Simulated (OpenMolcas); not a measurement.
# Ru⁴⁺ among point charges: CASSCF and CASPT2 levels and susceptibility

Aim: the splitting of the states of Ru⁴⁺ in the field of 4 point charges, its lowest levels with spin-orbit coupling and its magnetic susceptibility.

Method: state-averaged CASSCF and CASPT2, spin-orbit coupling by RASSI with atomic mean-field integrals. Code: OpenMolcas 26.06.

**1. What is computed**

* Species: Ru⁴⁺ (ruthenium, Z = 44, 40 electrons)
* Basis: ANO-RCC-VDZP [6s5p3d1f], 43 functions
* Scalar Hamiltonian: DKH2, point nucleus
* Inactive shells: 1s 2s 2p 3s 3p 3d 4s 4p
* Active space: 4 electrons in 5 orbitals (4d)
* Some configurations of this space: 4d⁴
* Orbitals: optimised for each spin and parity, averaged over all roots

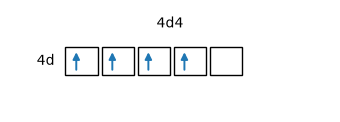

Outer shells as boxes.

The ion sits among 4 point charges of -1.5 e arranged as a tetrahedron (Td), 1.99 Å from the ion.

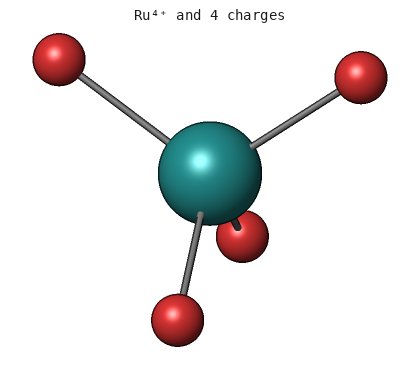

The ion and the point charges (red).

Each step is its own input file, run in one work folder so that later steps find the files of earlier ones. Labels, J, g values, rates, χT and fits are worked out afterwards by a script from the matrices that RASSI stores.

**2. One- and two-electron integrals**

a.inp

```
&GATEWAY
Coord
1

Ru 0.0 0.0 0.0
Basis=ANO-RCC-VDZP
Group=NoSym
NoMove
AngMom=0.0 0.0 0.0
AMFI
XField
4 Angstrom 0
1.148927 1.148927 1.148927 -1.500000
1.148927 -1.148927 -1.148927 -1.500000
-1.148927 1.148927 -1.148927 -1.500000
-1.148927 -1.148927 1.148927 -1.500000
&SEWARD
```

Launch:

```sh
$ OMP_NUM_THREADS=1 MOLCAS_MEM=1689 MOLCAS_PROJECT=a pymolcas a.inp > a.log
```

**3. Reference wave functions, quintets, 5 roots**

a.inp

```
&RASSCF
FileOrb=start.orb
Symmetry=1
Spin=5
nActEl=4 0 0
Inactive=18
Ras2=5
CIRoot=5 5 1
SDav=5
CIMx=300
Iter=120 100
PrWF=0.3
OrbListing=Nothing
MaxOrb=0
>>> COPY $Project.JobIph JOB001
```

start.orb holds the contracted functions of the basis, ordered by shell, or the orbitals of the step before.

**4. CASSCF: triplets, 45 roots**

a.inp

```
&RASSCF
FileOrb=start.orb
Symmetry=1
Spin=3
nActEl=4 0 0
Inactive=18
Ras2=5
CIRoot=45 45 1
SDav=45
CIMx=300
Iter=120 100
PrWF=0.3
OrbListing=Nothing
MaxOrb=0
>>> COPY $Project.JobIph JOB002
```

**5. CASSCF: singlets, 50 roots**

a.inp

```
&RASSCF
FileOrb=start.orb
Symmetry=1
Spin=1
nActEl=4 0 0
Inactive=18
Ras2=5
CIRoot=50 50 1
SDav=50
CIMx=300
Iter=120 100
PrWF=0.3
OrbListing=Nothing
MaxOrb=0
>>> COPY $Project.JobIph JOB003
```

**6. RASSI: spin-orbit coupling between the states**

a.inp

```
&RASSI
NrOfJobIphs=3 5 45 50
1 2 3 4 5
1 2 3 4 5 6 7 8 9 10 11 12 13 14 15 16 17 18 19 20 21 22 23 24 25 26 27
28 29 30 31 32 33 34 35 36 37 38 39 40 41 42 43 44 45
1 2 3 4 5 6 7 8 9 10 11 12 13 14 15 16 17 18 19 20 21 22 23 24 25 26 27
28 29 30 31 32 33 34 35 36 37 38 39 40 41 42 43 44 45 46 47 48 49 50
IphNames
JOB001
JOB002
JOB003
EJob
SpinOrbit
DIPRint=1.0
SOCoupling=1000.0
Subsets=2
Property=9
'ANGMOM' 1 'ANGMOM' 2 'ANGMOM' 3 'MLTPL  1' 1 'MLTPL  1' 2 'MLTPL  1' 3
'AMFI' 1 'AMFI' 2 'AMFI' 3
SOProperty=3
'ANGMOM' 1 'ANGMOM' 2 'ANGMOM' 3
```

**7. CASPT2: IPEA 0.25, imaginary shift 0.1 (closed shells correlated: 4s 4p)**

a.inp

```
>>> COPY JOB001 $Project.JobIph
&CASPT2
Multistate=5 1 2 3 4 5
NoMult
Frozen=14
IPEA=0.25
Imaginary=0.1
MaxIter=60
WThr=0.0 0.3 0.05
PrWF=0.5
NoMix
>>> COPY JOB002 $Project.JobIph
&CASPT2
Multistate=45 1 2 3 4 5 6 7 8 9 10 11 12 13 14 15 16 17 18 19 20 21 22
23 24 25 26 27 28 29 30 31 32 33 34 35 36 37 38 39 40 41 42 43 44 45
NoMult
Frozen=14
IPEA=0.25
Imaginary=0.1
MaxIter=60
WThr=0.0 0.3 0.05
PrWF=0.5
NoMix
>>> COPY JOB003 $Project.JobIph
&CASPT2
Multistate=50 1 2 3 4 5 6 7 8 9 10 11 12 13 14 15 16 17 18 19 20 21 22
23 24 25 26 27 28 29 30 31 32 33 34 35 36 37 38 39 40 41 42 43 44 45 46
47 48 49 50
NoMult
Frozen=14
IPEA=0.25
Imaginary=0.1
MaxIter=60
WThr=0.0 0.3 0.05
PrWF=0.5
NoMix
```

(Steps that only read results are left out.)

Q: Predict the outcome of this session. Wanted: spin-free ground state; first state of the same spin within the active space; lowest level; next level.

As calculated:

| quantity | value |
| --- | --- |
| method | SS-CASPT2, IPEA 0.25, imaginary shift 0.1 (closed shells correlated: 4s 4p) |
| spin-free ground state | 5T2, 3-fold in its orbital part |
| first state of the same spin within the active space | 5E at 2670 cm⁻¹ |
| lowest level | 1-fold A1 |
| next level | 429.8 cm⁻¹ |
| χT at 300 K | 0.86 cm³ K/mol |
| effective moment at 300 K | 2.62 μB |

Cost by method:

| method | time of its own steps | time with the reference |
| --- | --- | --- |
| A. CASSCF | 23 s | 23 s |
| B. SS-CASPT2, IPEA 0.25, imaginary shift 0.1, +4s 4p | 7.8 s | 30 s |

Times are of one thread on a shared host.

**Reading.** The spin-free ground state (5T2) comes to 100 % from free-ion D terms and keeps the highest spin of the shell. χT at 300 K is 0.86, against 3.01 cm³ K/mol for the spin alone, so spin-orbit coupling lowers it. An active space of the d shell alone favours high spin; real ions in strong fields can be low spin. CASPT2 does not keep the components of a term degenerate, and the means are used. The field of point charges can differ much from that of real complexes. Point charges carry no covalency, so the field is a model and not that of real ligands.
